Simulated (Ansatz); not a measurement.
**Hypothetical rock salt FeP: pressure series**

Start from FeP in the rock salt structure (space group Fm-3m, No. 225; ferromagnetic; a hypothetical phase, not in the database extracts checked).

```
FeP
1.0
    0.00000     2.40086     2.40086
    2.40086     0.00000     2.40086
    2.40086     2.40086     0.00000
P Fe
1 1
Direct
  0.00000   0.00000   0.00000
  0.50000   0.50000   0.50000
```

Cell and atoms are relaxed at each pressure.

The values are results of r2SCAN (Ansatz, a program for electronic structure), spin-orbit coupling left out, not measurements.

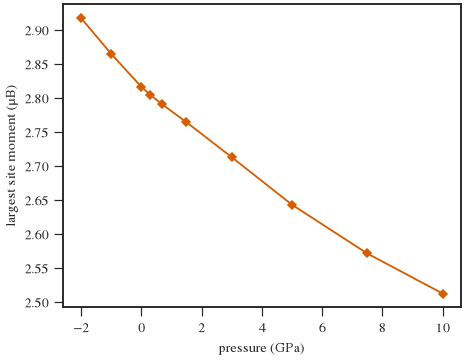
*Largest site moment against pressure*

Task: From the plot, what is the largest site moment for pressure −2 GPa?

Result: About 2.92 μB.

Task: Is the trend monotonic over the range shown?

Result: Yes, it falls throughout, spanning 2.51 μB to 2.92 μB.

Other magnetic orders, which the real material may have, were not ruled out. Load acts through the strain it causes; cell and atoms are relaxed under it. No phonon test of stability was made. No other phases were tried under pressure.
